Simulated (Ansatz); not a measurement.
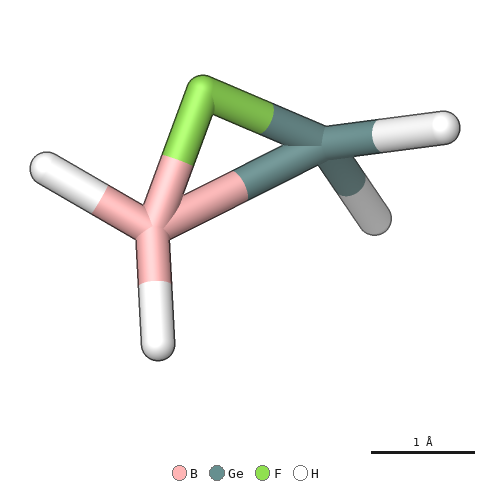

Starting geometry of the run.

Ansatz 0.2.0 input:

```yaml
crystal:
  periodic: [false, false, false]
  atoms:
    - {symbol: B, position_ang: [-1.003736, 0.251375, -0.722768]}
    - {symbol: Ge, position_ang: [0.646687, -0.083636, 0.449688]}
    - {symbol: F, position_ang: [-0.118661, -0.869269, -0.537296]}
    - {symbol: H, position_ang: [-1.737420, -0.635085, -1.033443]}
    - {symbol: H, position_ang: [-1.233477, 1.360577, -1.101666]}
    - {symbol: H, position_ang: [0.597949, 0.651531, 1.803385]}
    - {symbol: H, position_ang: [1.978237, 0.237961, -0.256591]}
basis:
  gaussian: {orbitals: def2-SVP}
hamiltonian: {xc: pbe, dispersion: d4}
relax: {f_tol: 0.03, max_steps: 250}
```

It was started with:

```sh
ansatz run in.yaml --threads 2 --pin off --events-out ev --progress --plain --max-ram 4352MiB
```

Result (its end):

```
885 factors; their error is unknown
mean field -59953.89651959 eV, -2203.2650588844 hartree, gradient 1.5e-5 eV, S^2 0.000000; 1 other end points of the search recorded, 0 dependent functions left out
the calculation of the forces begins
reference -59953.89655272 eV, -2203.2650601018 hartree; 25, 25 occupied and 55, 55 virtual orbitals, 885 factors
Total energy: -59953.99637514 eV, -2203.2687285081 hartree
Atom 0 at    -1.026803     0.131173    -0.845055 Å, force     0.007558    -0.008966    -0.009619 eV/Å
Atom 1 at     0.519099     0.584944     0.515923 Å, force     0.002129     0.001816     0.015073 eV/Å
Atom 2 at    -0.039431    -1.000202    -0.774562 Å, force    -0.005766     0.003195    -0.003772 eV/Å
Atom 3 at    -2.073975    -0.121500    -0.284283 Å, force    -0.000833     0.001172     0.000996 eV/Å
Atom 4 at    -0.933828     0.772223    -1.872423 Å, force    -0.004382     0.001847    -0.000804 eV/Å
Atom 5 at     0.689613    -0.242330     1.838424 Å, force     0.002874     0.003798    -0.000054 eV/Å
Atom 6 at     1.994903     0.789146     0.023285 Å, force    -0.001581    -0.002862    -0.001821 eV/Å
Dipole moment:     0.234561     0.222237     0.292300 e Å
```
